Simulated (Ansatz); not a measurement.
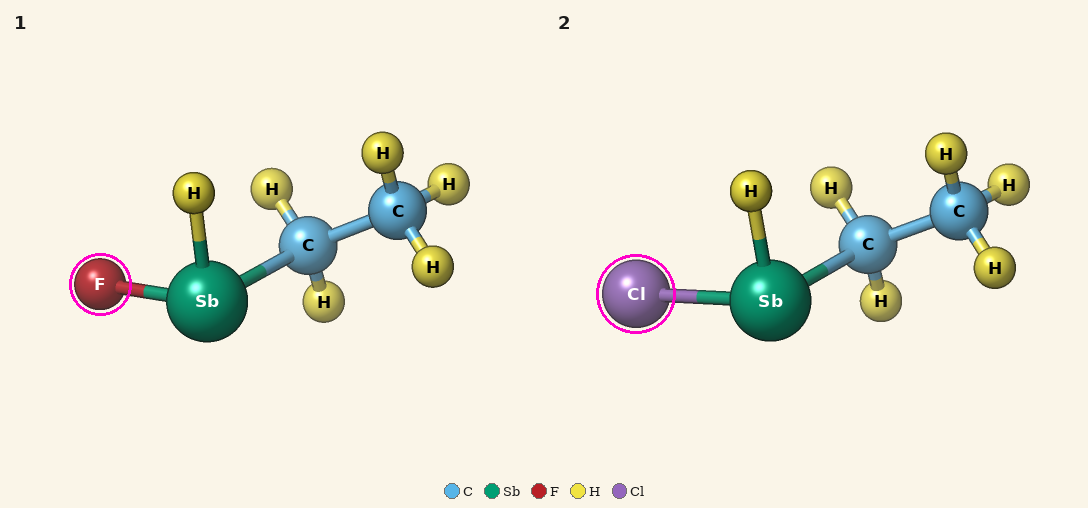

2 molecules with one skeleton, seen from the same side and at one scale; the atom that differs is circled. Each species is neutral and a spin singlet. Computed geometries: PBE0-D4/def2-TZVP optimisations, one conformation each. Properties computed with Ansatz 0.2.0. Elements past Kr carry core potentials.

One atom differs, called X below: F in panel 1, Cl in panel 2. Their formulas are C2H6FSb (`C[CH2][SbH][F]`), C2H6ClSb (`C[CH2][SbH][Cl]`).

**In which is the length of X–Sb larger (PBE0-D4/def2-TZVP)?**

In panel 2 (X = Cl).

**In which is the harmonic X–Sb stretching wavenumber higher (PBE0-D4/def2-TZVP)?**

In panel 1 (X = F).

Give the values. With PBE0-D4/def2-TZVP: length of X–Sb (Å), angle C–Sb–X (°), dipole moment (D), harmonic zero-point energy (kJ/mol), harmonic X–Sb stretching wavenumber (cm⁻¹). With ωB97M-V/def2-SVP: HOMO energy (Kohn–Sham orbital) (eV), HOMO–LUMO gap (eV).

```json
{"quantity": "length of X–Sb (Å)", "1 (F)": "1.927", "2 (Cl)": "2.364", "2 − 1": "+0.437"}
{"quantity": "angle C–Sb–X (°)", "1 (F)": "94.6", "2 (Cl)": "95.5", "2 − 1": "+0.9"}
{"quantity": "HOMO energy (Kohn–Sham orbital) (eV)", "1 (F)": "−9.17", "2 (Cl)": "−9.09", "2 − 1": "+0.08"}
{"quantity": "HOMO–LUMO gap (eV)", "1 (F)": "10.13", "2 (Cl)": "9.84", "2 − 1": "−0.29"}
{"quantity": "dipole moment (D)", "1 (F)": "2.81", "2 (Cl)": "2.91", "2 − 1": "+0.10"}
{"quantity": "harmonic zero-point energy (kJ/mol)", "1 (F)": "194.0", "2 (Cl)": "192.2", "2 − 1": "−1.8"}
{"quantity": "harmonic X–Sb stretching wavenumber (cm⁻¹)", "1 (F)": "600", "2 (Cl)": "357", "2 − 1": "−243"}
```
